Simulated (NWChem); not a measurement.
# CH5Al (SMILES [CH3][AlH2]) at PBE0/def2-SVP (density fitting with weigend coulomb fitting)

What is the vertical ionisation energy of CH5Al at PBE0/def2-SVP (density fitting with weigend coulomb fitting)? 

Program for the calculation: NWChem 7.3.0.

2 further runs of the same task are left out: 2 set aside as unsound or not needed.

### 1 The system as given

CH5Al has 7 atoms, charge 0, and is taken as a singlet. SMILES: `[CH3][AlH2]`. The coordinates come from a PBE0-D4/def2-TZVP relaxation.

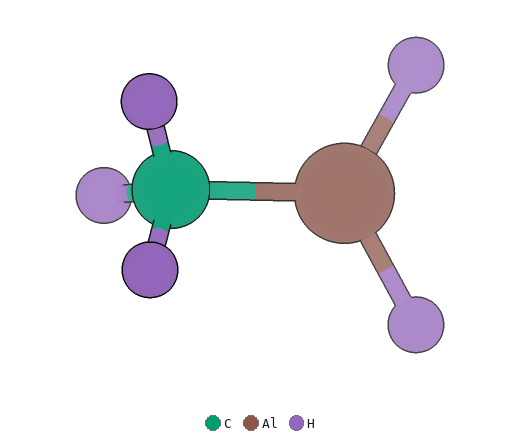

Viewed from a chosen angle; carbon teal, aluminium brown, hydrogen purple.

### 2 A single-point energy at PBE0/def2-SVP (density fitting with weigend coulomb fitting)

File ch5al.nw:

```
start ch5al
title "CH5Al energy"
memory total 2200 mb

geometry units atomic noautosym nocenter noautoz
  C   -0.84754217  -1.31449349  -0.67179764
  Al   1.06372684   1.47077384   0.80256669
  H   -2.00896784  -2.30470998   0.71960771
  H   -2.14370532  -0.57901208  -2.11309175
  H    0.36547303  -2.69380459  -1.61684967
  H    0.03023562   2.92775268   3.21895948
  H    3.65624211   2.36518122  -0.42594427
end

basis spherical bse
  * library def2-SVP
end

basis "cd basis" spherical
  * library "weigend coulomb fitting"
end

dft
  xc pbe0
  grid fine
  convergence energy 1e-08
  iterations 100
  mulliken
  print low
end

task dft energy
```

On the command line:

```console
$ nwchem ch5al.nw > ch5al.out
```

The log of the run:

```text
[...]
 d= 0,ls=0.0,diis     1   -283.2261229360 -3.34D+02  7.78D-03  1.37D-01     0.6
[...]
 d= 0,ls=0.0,diis     7   -283.2449555212 -4.66D-09  4.20D-07  2.36D-10     3.2
         Total DFT energy =     -283.244955521175
      One electron energy =     -491.619096648262
           Coulomb energy =      183.500413625124
    Exchange-Corr. energy =      -25.744724233686
 Nuclear repulsion energy =       50.618451735648
[...]
      Total Density - Mulliken Population Analysis
     ---------------------------------------------
    Atom       Charge   Shell Charges
 -----------   ------   -------------------------------------------------------
    1 C    6     6.45   1.99  0.87  0.32  2.11  1.15  0.01
    2 Al  13    12.40   2.00  1.99  0.97  0.12  5.92  0.83  0.44  0.13
    3 H    1     0.93   0.72  0.18  0.03
    4 H    1     0.93   0.72  0.19  0.03
    5 H    1     0.93   0.72  0.18  0.03
    6 H    1     1.18   0.71  0.46  0.01
    7 H    1     1.18   0.71  0.46  0.01
[...]
```

Wall time 3.9 s (1 thread of Intel Xeon 6975P-C (Granite Rapids), shared host); peak memory 0.12 GiB.

### 3 The doublet cation, same level

File mol.nw:

```
start mol
title "CH5Al energy"
memory total 2200 mb
charge 1

geometry noautosym nocenter noautoz
  C     -0.448500    -0.695600    -0.355500
  Al     0.562900     0.778300     0.424700
  H     -1.063100    -1.219600     0.380800
  H     -1.134400    -0.306400    -1.118200
  H      0.193400    -1.425500    -0.855600
  H      0.016000     1.549300     1.703400
  H      1.934800     1.251600    -0.225400
end

basis spherical bse
  C library def2-SVP
  Al library def2-SVP
  H library def2-SVP
end

basis "cd basis" spherical
  C library "weigend coulomb fitting"
  Al library "weigend coulomb fitting"
  H library "weigend coulomb fitting"
end

dft
  xc pbe0
  mult 2
  grid fine
  convergence energy 1e-08
  maxiter 100
  mulliken
  noprint "final vectors analysis"
end

task dft energy
```

On the command line:

```console
$ nwchem mol.nw > mol.out
```

The log of the run:

```text
[...]
          Wavefunction type:  spin polarized.
          No. of atoms     :     7
          No. of electrons :    23
[...]
          Charge           :     1
          Spin multiplicity:     2
[...]
          AO basis - number of functions:    57
[...]
              XC Information
              --------------
                         PBE0 Method XC Functional
                     Hartree-Fock (Exact) Exchange  0.250
          PerdewBurkeErnzerhof Exchange Functional  0.750
            Perdew 1991 LDA Correlation Functional  1.000 local
           PerdewBurkeErnz. Correlation Functional  1.000 non-local
[...]
 d= 0,ls=0.0,diis     1   -282.7134247156 -3.33D+02  1.29D-02  2.83D-01     0.9
[...]
 d= 0,ls=0.5,diis    32   -282.8516974318  8.71D-09  1.45D-06  3.17D-07    22.3
[...]
         Total DFT energy =     -282.851697386632
      One electron energy =     -485.511736622252
           Coulomb energy =      177.476960715202
    Exchange-Corr. energy =      -25.435376872663
 Nuclear repulsion energy =       50.618455393081
[...]
      Total Density - Mulliken Population Analysis
     ---------------------------------------------
    Atom       Charge   Shell Charges
 -----------   ------   -------------------------------------------------------
    1 C    6     6.45   1.99  0.88  0.32  2.10  1.15  0.01
    2 Al  13    12.19   2.00  1.99  1.11  0.01  5.92  0.77  0.27  0.12
    3 H    1     0.85   0.70  0.12  0.03
    4 H    1     0.86   0.70  0.13  0.03
    5 H    1     0.85   0.70  0.12  0.03
    6 H    1     0.89   0.63  0.26  0.01
    7 H    1     0.90   0.63  0.26  0.01
[...]
      <S2> =      0.7703 (Exact =     0.7500)
[...]
```

Run time: 24 s. Hardware: 1 thread of Intel Xeon 6975P-C (Granite Rapids), shared host; peak memory 0.12 GiB.

### 4 What came out

Level: PBE0/def2-SVP (density fitting with weigend coulomb fitting).

| quantity | value |
| --- | --- |
| singlet CH5Al: total energy | -283.24496 Eh |
| doublet cation: total energy | -282.85170 Eh |
| doublet cation: ⟨S²⟩ | 0.770 |
| vertical ionisation energy (to the doublet cation) | 10.701 eV |

In words: Removing an electron at fixed nuclei costs 10.70 eV (247 kcal/mol). Mulliken charges (singlet CH5Al) run from -0.45 on C1 to +0.60 on Al2; they depend strongly on the basis. Mulliken charges (doublet cation) run from -0.45 on C1 to +0.81 on Al2.
